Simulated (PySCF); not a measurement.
```xyz
2

Sn    0.0000    0.0000   -0.2048
N     0.0000    0.0000    1.7532
```

⟨S²⟩ = 0.85, above the pure value of 0.75; core potentials replace the inner electrons of Sn.

Level of theory: PBE0/def2-TZVPPD, non-relativistic Hamiltonian with scalar-relativistic core potentials where named, at a bond length of 1.958 Å (PySCF).

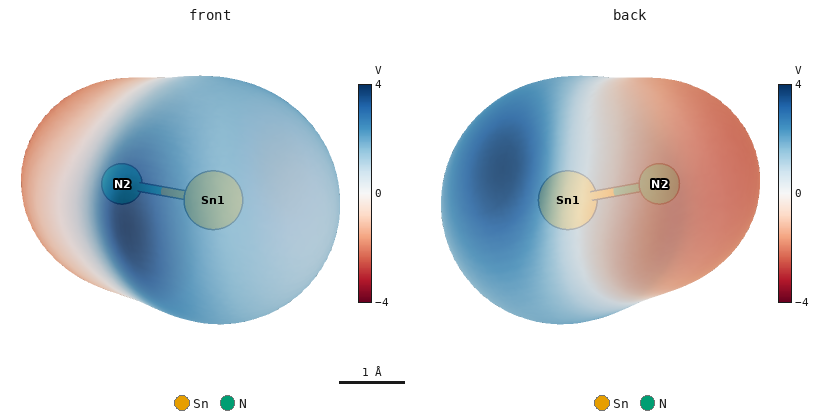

SnN (doublet). The molecular electrostatic potential painted on the density surface at 0.004 e/bohr³, seen from the front and from behind; the colour scale runs from red (negative) to blue (positive).

Where is the surface potential most negative and most positive?

Answer. The most negative region (about −2.3 V) lies over N2, the most positive (about +3.8 V) over Sn1. N2 is the likeliest acceptor of a hydrogen bond.
